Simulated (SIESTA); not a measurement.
**Converging the k-point mesh: Au (Fm-3m, 1 atom in the cell)**

```xyz
1
Lattice="0.0000 2.0339 2.0339 2.0339 0.0000 2.0339 2.0339 2.0339 0.0000" Properties=species:S:1:pos:R:3 pbc="T T T"
Au     0.0000     0.0000     0.0000
```

Method: SIESTA with GGA PBEsol, numerical atomic orbitals DZP, PseudoDojo PBEsol standard norm-conserving potentials (rewritten from UPF to PSML).

Base settings: XC.functional = GGA; XC.authors = PBEsol; potentials = PseudoDojo PBEsol standard; PAO.BasisSize = DZP; PAO.EnergyShift = 0.01 Ry; MeshCutoff = 300 Ry; kgrid.MonkhorstPack = 8 8 8; OccupationFunction = FD; ElectronicTemperature = 0.1 eV; MaxSCFIterations = 150.

The second cell is the first with its lattice scaled by 0.98.

Only quantities that move along the ladder and can be compared are tabulated.

Core times come from one kind of shared machine, to one figure; runs under 30 s give none.

The starting cell has typed, rounded lattice constants, without a prior relaxation at this level. Its lattice was rescaled by up to half a per cent. Values carry the incompleteness of an atom-centred basis.

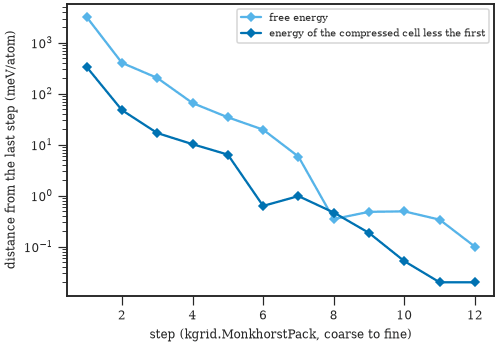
Figure: Distance from the last step along the ladder; very small values are drawn at a floor.

| kgrid.MonkhorstPack | free energy less the last step's (meV/atom) | energy of the compressed cell less the first (meV/atom) | pressure (GPa) | core time / last (rough) |
|---|---|---|---|---|
| 2 2 2 | 3217.13 | 371.74 | 51.64 | – |
| 3 3 3 | -404.85 | -12.92 | -7.15 | – |
| 4 4 4 | 204.79 | 51.88 | 2.12 | – |
| 6 6 6 | 65.86 | 45.16 | 1.03 | – |
| 8 8 8 | 34.55 | 41.31 | 0.55 | – |
| 9 9 9 | -19.78 | 34.27 | -0.47 | – |
| 11 11 11 | -5.86 | 33.92 | -0.51 | – |
| 16 16 16 | -0.35 | 35.37 | -0.32 | – |
| 20 20 20 | -0.48 | 35.09 | -0.33 | 0.1 |
| 24 24 24 | -0.49 | 34.95 | -0.36 | 0.3 |
| 27 27 27 | 0.34 | 34.90 | -0.37 | 0.4 |
| 33 33 33 | 0.10 | 34.90 | -0.36 | 0.7 |
| 41 41 41 | 0.00 | 34.90 | -0.36 | 1 |

Coarsest kgrid.MonkhorstPack that holds the free energy within 2 meV/atom of the last step, with all finer ones: 16 16 16; the step before is off by 5.9 meV/atom.

Coarsest kgrid.MonkhorstPack that holds the pressure within 0.5 GPa of the last step, with all finer ones: 9 9 9; the step before is off by 0.91 GPa.

Coarsest kgrid.MonkhorstPack that holds the energy of the compressed cell less the first within 2 meV/atom of the last step, with all finer ones: 9 9 9; the step before is off by 6.4 meV/atom.

The energy difference between the two cells stays within 1 meV/atom of the last step's from 9 9 9 on, the total only from 16 16 16 on: much of the error is common to both cells and cancels.
